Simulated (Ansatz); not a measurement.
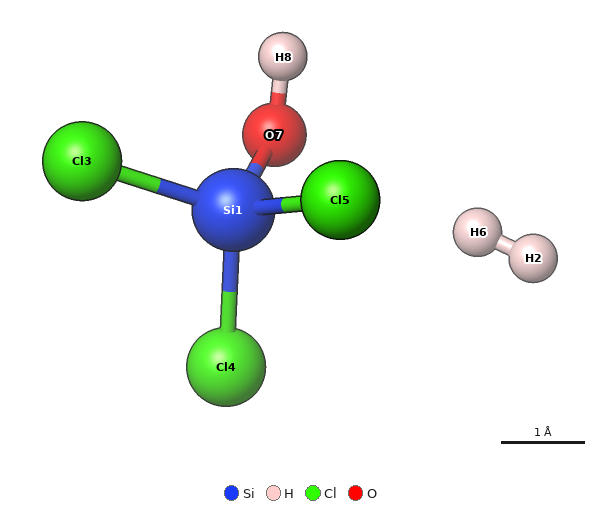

The structure as given in the input (ball-and-stick view, seen at a tilt; atoms are numbered from 1 in the order of the input).

## Run report: SiH3Cl3O, single-point calculation

SiH3Cl3O, computed with RKS PBE0-D4/def2-TZVPP (Ansatz 0.2.0).

The geometry is the product side of a reaction. The reaction was set up to form Si1–O7 and H2–H6 and to break Si1–H2 and H6–O7 (atoms counted from 1 in the order of the input); sticks are drawn by distance alone. The geometry comes from this level: PBE0-D4/def2-TZVP.

Input
```yaml
crystal:
  periodic: [false, false, false]
  atoms:
    - {symbol: Si, position_ang: [-0.148336, -0.175199, -1.025665]}
    - {symbol: H, position_ang: [-0.316155, 1.203481, 2.831808]}
    - {symbol: Cl, position_ang: [0.149077, -1.145907, -2.784446]}
    - {symbol: Cl, position_ang: [-2.121461, -0.054029, -0.629265]}
    - {symbol: Cl, position_ang: [0.640021, 1.687530, -1.201740]}
    - {symbol: H, position_ang: [-0.191667, 0.599091, 2.411315]}
    - {symbol: O, position_ang: [0.520745, -0.980006, 0.207627]}
    - {symbol: H, position_ang: [1.467777, -1.134960, 0.190366]}
basis:
  gaussian: {orbitals: def2-TZVPP}
hamiltonian: {xc: pbe0, dispersion: d4}
output: {orbitals: {seedname: orbitals}}
```

Launched with:
```bash
ansatz run in.yaml --threads 8 --pin off --events-out ev --progress --plain --max-ram 19148MiB
```

The program's output
```
Functional definition: PBE0
  name "PBE0"
  cite "Adamo & Barone, J. Chem. Phys. 110, 6158 (1999) doi:10.1063/1.478522"
  cite "Perdew, Burke & Ernzerhof, Phys. Rev. Lett. 77, 3865 (1996) doi:10.1103/PhysRevLett.77.3865"
  parent pbe
  parameter a = 0.25
  parameter kappa = 0.804
  parameter beta = 0.06672455060314922
  exchange = (1 - a)*pbe_x(kappa = kappa, mu = beta*pi^2/3) + a*exact_x
  correlation = pbe_c(beta = beta)
1594 factors; their error is unknown
mean field evaluation 1: about -47526.7150 eV, gradient 5.3e1 eV
mean field evaluation 2: about -47519.0541 eV, gradient 8.3e1 eV
mean field evaluation 4: about -47531.0743 eV, gradient 2.2e0 eV
mean field evaluation 8: about -47531.0807 eV, gradient 4.1e-2 eV
mean field evaluation 16: about -47531.1974 eV, gradient 1.7e-5 eV
mean field -47531.19738253 eV, -1746.7392860054 hartree, gradient 1.7e-5 eV, S^2 0.000000; 0 other end points of the search recorded, 0 dependent functions left out
reference -47531.19741513 eV, -1746.7392872034 hartree; 38, 38 occupied and 203, 203 virtual orbitals, 1594 factors
Total energy: -47531.42861785 eV, -1746.7477837465 hartree
```

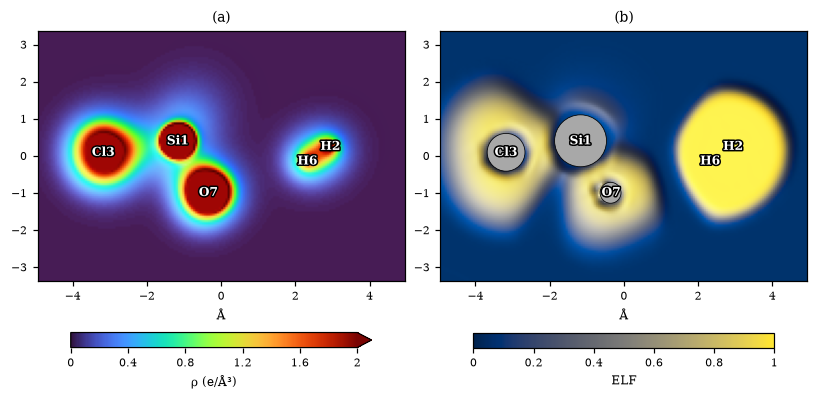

(a) total electron density; (b) electron localisation function on the plane of atoms Cl3, Si1 and O7. Grey discs, where drawn, cover atomic cores. Atoms in the plane: Si, H, Cl and O. Si–O (1.62 Å): ρ is about 1.3 e/Å³ halfway; the ELF peaks at about 0.85 between the atoms (a shared but strongly polarised pair).

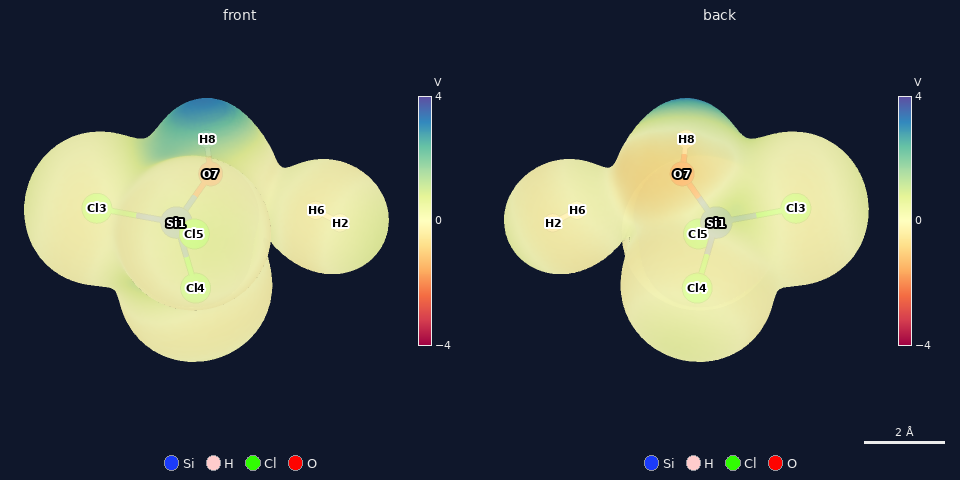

The electrostatic potential painted on the density surface at 0.002 e/bohr³, seen face on and from behind; red is negative and blue positive.

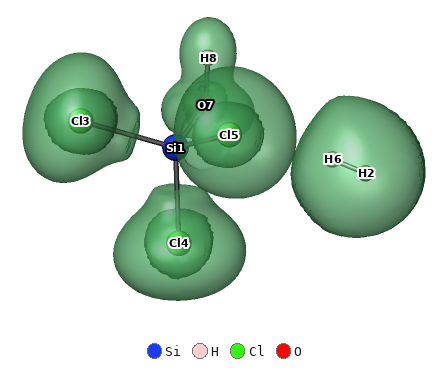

Isosurface of the ELF at 0.75 (green), seen at a tilt. Core shells and regions of very low density are left out. Profiles from the grid: O7···H6 (2.80 Å): the ELF is only about 0 between them; a non-bonded, intermolecular contact.

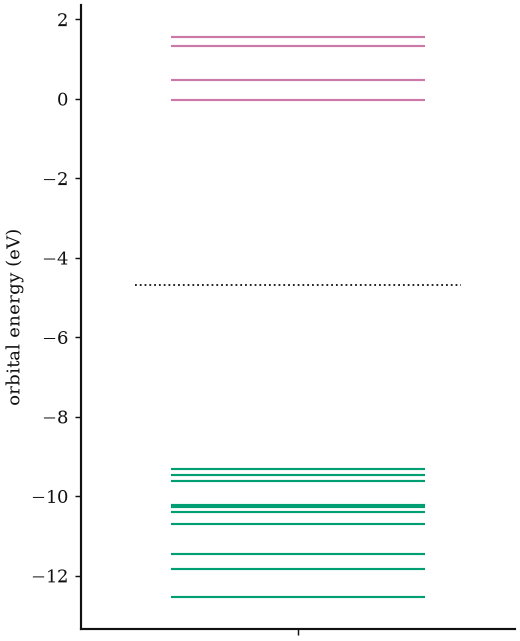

Orbital energies near the frontier; the dotted line parts filled from empty levels, and levels within 0.02 eV of each other stand side by side. Highest filled −9.33 eV, lowest empty −0.04 eV, 9.29 eV apart.

Summary

```tsv
quantity	value
outcome	converged
total energy	−47531.4286 eV
mean-field energy	−47531.1974 eV
dispersion energy	−0.2312 eV
SCF solution under orbital rotations	stable
HOMO	−9.33 eV
LUMO	−0.04 eV
hardware	8 threads of AMD EPYC, 23 GiB of memory available, shared host
wall time	1.7 s (CPU time 11 s)
peak memory	0.78 GiB
```
